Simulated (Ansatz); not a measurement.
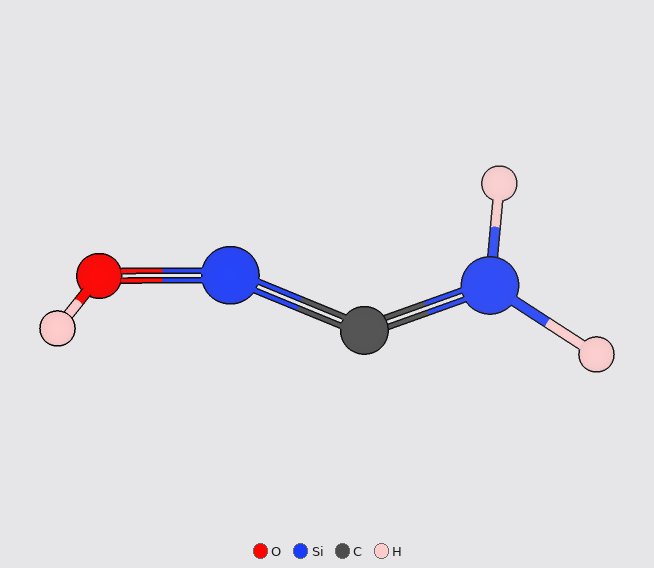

The species has charge +1 and is a spin singlet. The geometry was computed by an optimisation with PBE0-D4/def2-TZVP. No frequency run is at hand to confirm it as a minimum.

Draw it as a skeletal formula.

SMILES: [OH+]=[Si]=C=[SiH2]

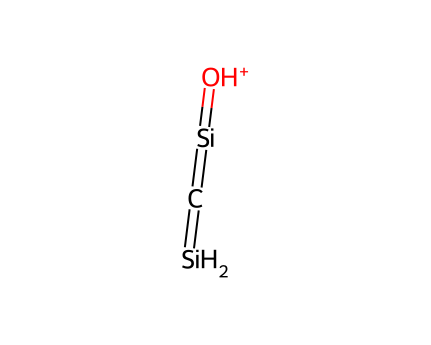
